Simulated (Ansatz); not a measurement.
**Single-point calculation of GeMgH₃O (charge −1)**

System: GeMgH₃O, charge −1.
Method: RKS PBE0-D4/def2-TZVPPD (Ansatz 0.2.0).

The geometry is a minimum found at another level. The geometry comes from this level: PBE0-D4/def2-TZVPD.

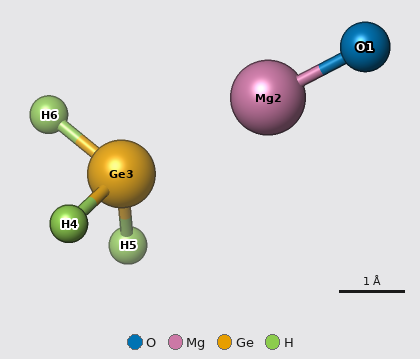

Figure 1. The structure (ball-and-stick view, seen at an oblique angle; atoms are numbered from 1 in the order of the input). Sticks mark near contacts.

Key numbers:

| quantity | value |
| --- | --- |
| outcome | converged |
| total energy | −64047.7330 eV |
| mean-field energy | −64047.6490 eV |
| dispersion energy | −0.0839 eV |
| SCF solution under orbital rotations | stable |
| HOMO | −0.62 eV |
| LUMO | 2.81 eV |
| hardware | 2 threads of Arm Neoverse V2, 23 GiB of memory available, shared host |
| wall time | 3.4 s (CPU time 6.5 s) |
| peak memory | 0.39 GiB |

Input file:
```yaml
crystal:
  periodic: [false, false, false]
  atoms:
    - {symbol: O, position_ang: [0.371201, -3.380996, 1.187144]}
    - {symbol: Mg, position_ang: [0.188934, -1.725025, 0.605425]}
    - {symbol: Ge, position_ang: [-0.084854, 0.771599, -0.271018]}
    - {symbol: H, position_ang: [-1.312808, 1.078113, -1.192816]}
    - {symbol: H, position_ang: [1.080665, 1.359882, -1.135325]}
    - {symbol: H, position_ang: [-0.243149, 1.896428, 0.806589]}
basis:
  gaussian: {orbitals: "def2-TZVPPD.json"}
total_charge: -1
hamiltonian: {xc: pbe0, dispersion: d4}
output: {orbitals: {seedname: orbitals}}
```

Run as:
```bash
ansatz run in.yaml --threads 2 --pin off --events-out ev --progress --plain --max-ram 4352MiB
```

Log:
```
Functional definition: PBE0
  name "PBE0"
  cite "Adamo & Barone, J. Chem. Phys. 110, 6158 (1999) doi:10.1063/1.478522"
  cite "Perdew, Burke & Ernzerhof, Phys. Rev. Lett. 77, 3865 (1996) doi:10.1103/PhysRevLett.77.3865"
  parent pbe
  parameter a = 0.25
  parameter kappa = 0.804
  parameter beta = 0.06672455060314922
  exchange = (1 - a)*pbe_x(kappa = kappa, mu = beta*pi^2/3) + a*exact_x
  correlation = pbe_c(beta = beta)
1095 factors; their error is unknown
mean field evaluation 1: about -64043.3133 eV, gradient 4.3e1 eV
mean field evaluation 2: about -63855.3709 eV, gradient 1.6e2 eV
mean field evaluation 4: about -64046.9962 eV, gradient 1.0e1 eV
mean field evaluation 8: about -64047.3704 eV, gradient 2.6e-1 eV
mean field evaluation 16: about -64047.6490 eV, gradient 2.1e-4 eV
mean field -64047.64900143 eV, -2353.7076877469 hartree, gradient 1.8e-5 eV, S^2 0.000000; 0 other end points of the search recorded, 0 dependent functions left out
reference -64047.64904411 eV, -2353.7076893154 hartree; 28, 28 occupied and 152, 152 virtual orbitals, 1095 factors
Total energy: -64047.73297485 eV, -2353.7107737130 hartree
```

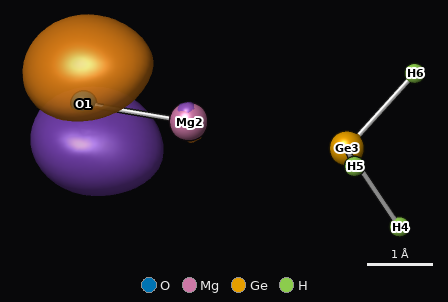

Figure 2. The HOMO at ±0.15 Å⁻³ᐟ² (orange and purple are the two phases), seen at an oblique angle. Its energy is −0.62 eV.

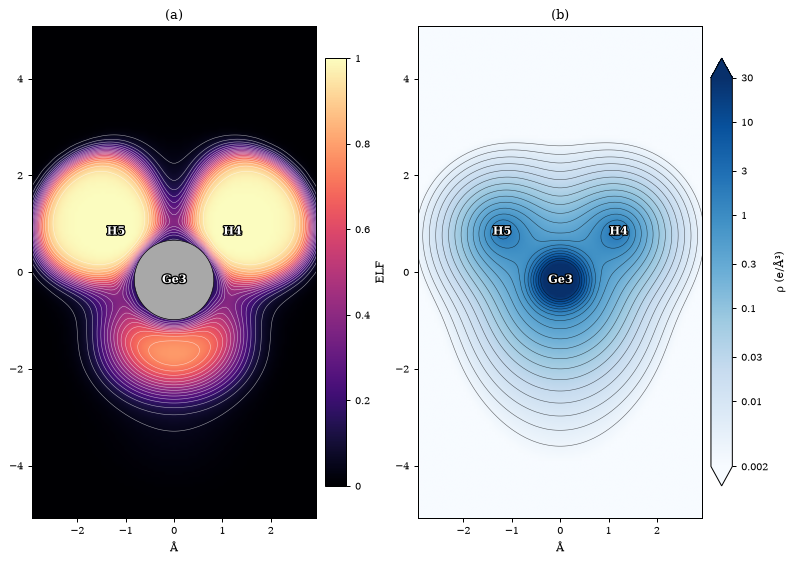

Figure 3. (a) ELF; (b) total electron density on the plane of atoms H4, Ge3 and H5. Grey discs, where drawn, cover atomic cores.

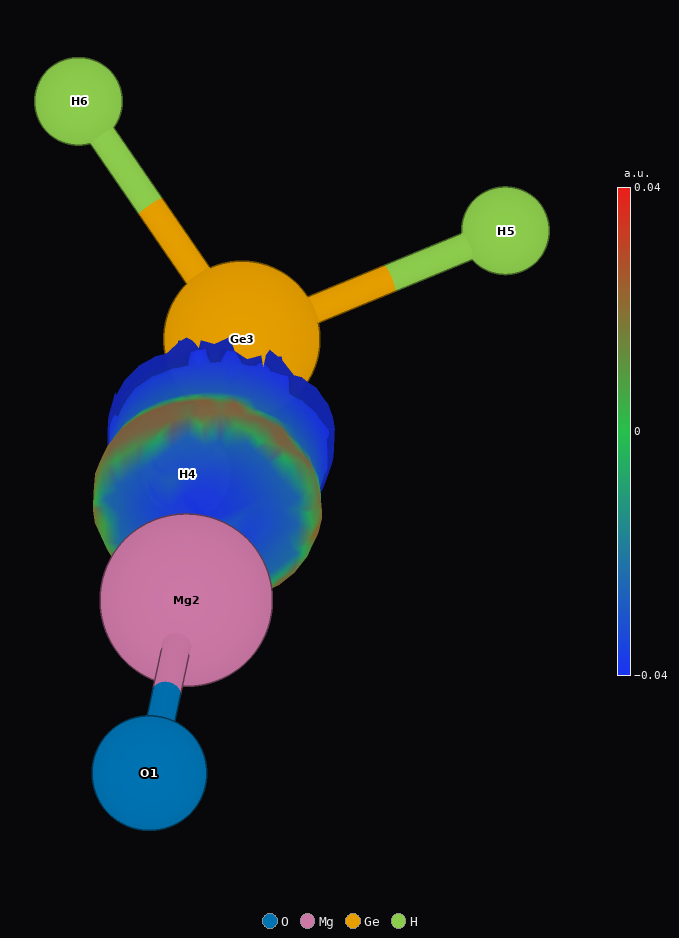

Figure 4. Non-covalent interaction (NCI) plot: the surface where the reduced density gradient is 0.5, for densities under 0.05 a.u., coloured by sign(λ₂)ρ; seen at an oblique angle.

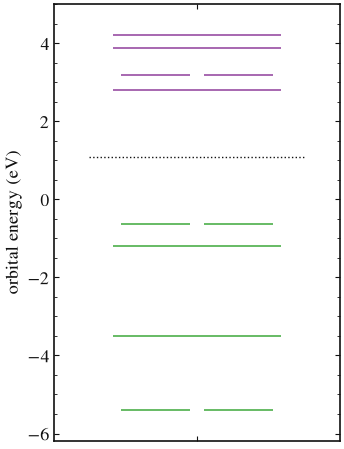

Figure 5. Orbital energies near the frontier; the dotted line parts filled from empty levels, and levels within 0.02 eV of each other stand side by side. Highest filled −0.62 eV, lowest empty 2.81 eV, 3.43 eV apart.
